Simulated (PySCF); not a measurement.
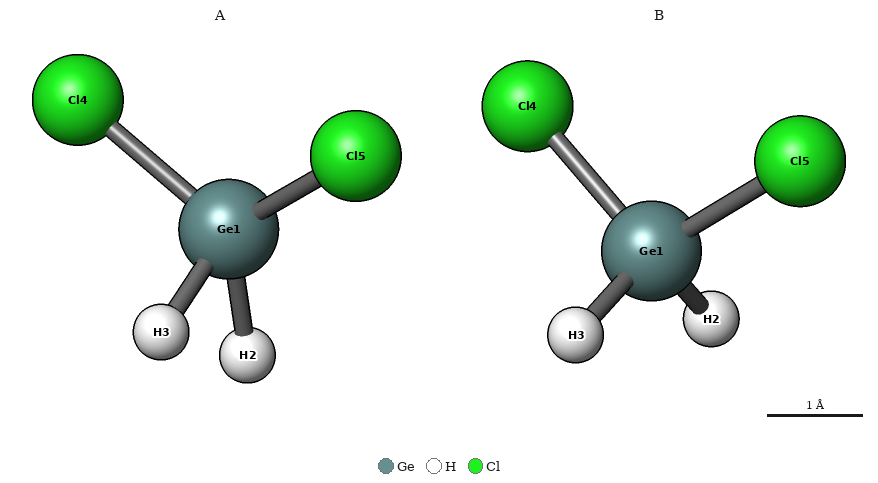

Two geometries of GeH$_{2}$Cl$_{2}$ (started from a transition state, displaced along its imaginary mode), drawn at one scale. One is the start of a relaxation, the other its converged end. Style: ball-and-stick. Shown from a free direction.

Level of theory: RKS PBE0-D4/def2-TZVP, density fitting (PySCF 2.14.0). 

Which geometry has the lower energy?

Answer. Structure B is the relaxed one. Over 13 geometry steps the energy falls by 37.6 kcal/mol. The largest move after the best rigid fit is that of H2, 0.54 Å. Largest moves by element: H 0.54 Å, Ge 0.35 Å, Cl 0.18 Å. Among the contacts that change: Ge1–H3 1.503 → 1.529 Å, Ge1–H2 1.520 → 1.528 Å, Ge1–Cl4 2.134 → 2.139 Å. Bond angles that change, for instance: H2–Ge1–H3 70.9° → 115.8°, H2–Ge1–Cl4 124.0° → 108.1°, H3–Ge1–Cl4 102.0° → 108.1°.
